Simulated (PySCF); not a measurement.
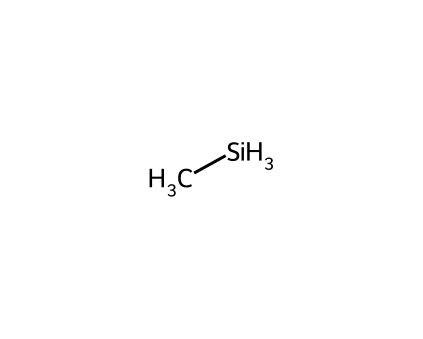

A structural formula.

Give its SMILES.

Answer. C[SiH3]

What is the molecular formula?

Answer. CH6Si.

An optimisation with PBE0-D3(BJ)/def2-SVP gave a structure of which point group?

Answer. C3v.

The parts below concern this one geometry. Atoms keep their numbers from picture to picture. Computed geometry: PBE0-D3(BJ)/def2-SVP optimisation. No frequency run is at hand to confirm it as a minimum.

## Shape

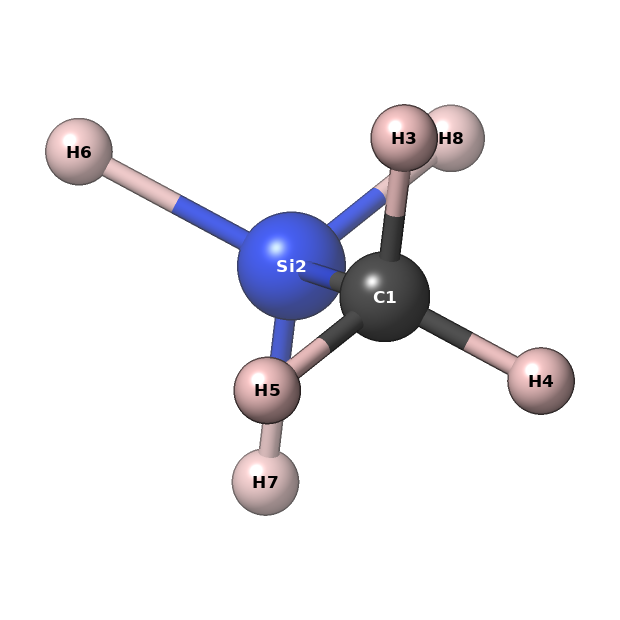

Si2 lies behind C1. The molecule seen a little off the C1–Si2 bond, C1 in front. Distant atoms are faded towards the background colour. No frequency run is at hand to confirm it as a minimum.

What is the torsion angle H3–C1–Si2–H6? The sign is positive where the front bond must turn clockwise to cover the back bond.

Answer. −60°, synclinal (gauche). The bonds about C1–Si2 are staggered.

## Polarisability

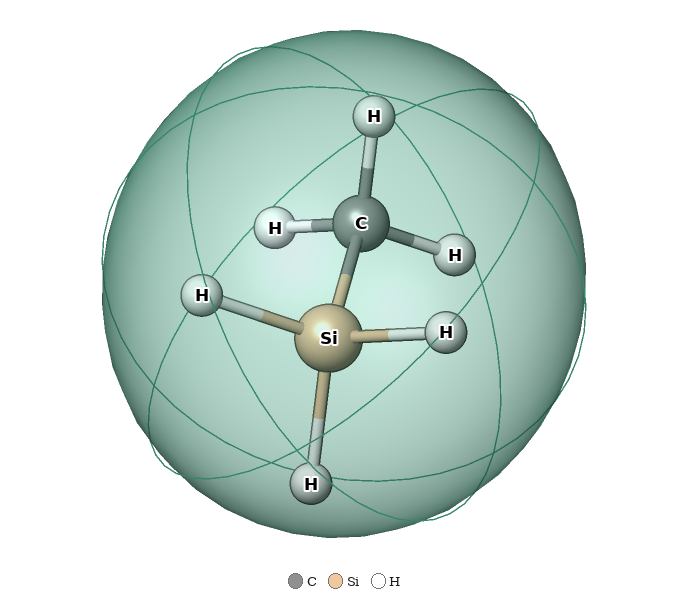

The ellipsoid shows the static dipole polarisability: its half-axes are proportional to the principal values. No frequency run is at hand to confirm it as a minimum. Computed with HF/def2-SVPD (PySCF 2.14.0).

How large and how anisotropic is the polarisability?

Answer. Principal values 38.7, 38.7, 44.1 bohr³; mean 40.5 bohr³ (6.00 Å³); anisotropy 5.4 bohr³, so the longest axis is 1.14 times the shortest.

## NMR shielding

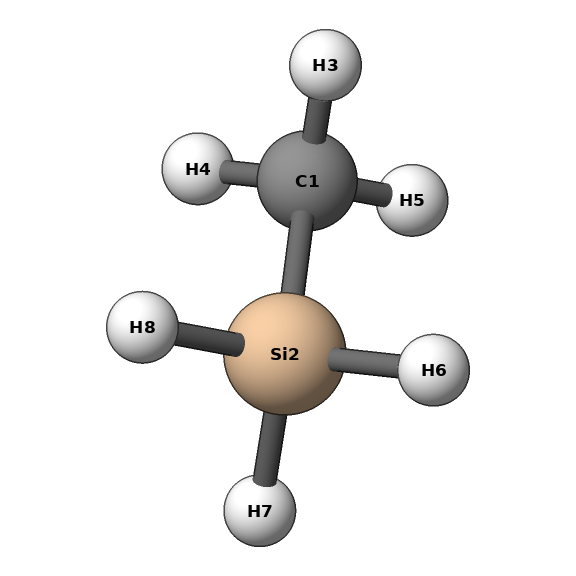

The questions are on isotropic NMR shieldings of the H atoms. No frequency run is at hand to confirm it as a minimum. Level of theory: GIAO BHandHLYP/pcSseg-2 NMR shielding, non-relativistic, gas phase (PySCF 2.14.0).

Give the isotropic NMR shieldings of the H atoms atom by atom.

```json
{"atom": "H3", "σ (ppm)": "31.24"}
{"atom": "H4", "σ (ppm)": "31.23"}
{"atom": "H5", "σ (ppm)": "31.24"}
{"atom": "H6", "σ (ppm)": "27.66"}
{"atom": "H7", "σ (ppm)": "27.66"}
{"atom": "H8", "σ (ppm)": "27.66"}
```

## Charges

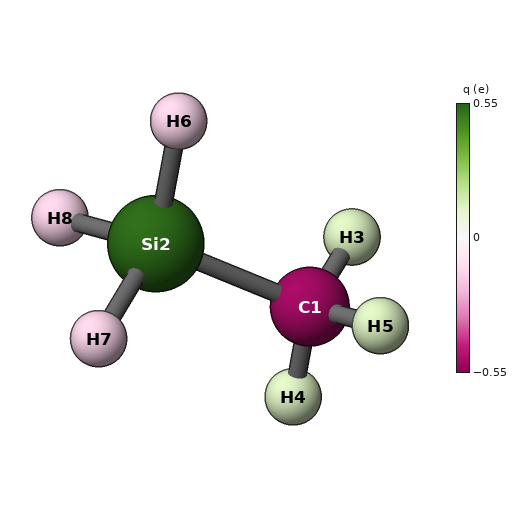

Atoms are coloured by their ESP-fitted charges. No frequency run is at hand to confirm it as a minimum. Method: PBE0/6-31G, gas phase (PySCF 2.14.0).

List the ESP-fitted charges.

```csv
atom,value (e)
C1,−0.50
Si2,0.53
H3,0.13
H4,0.13
H5,0.13
H6,−0.14
H7,−0.14
H8,−0.14
```
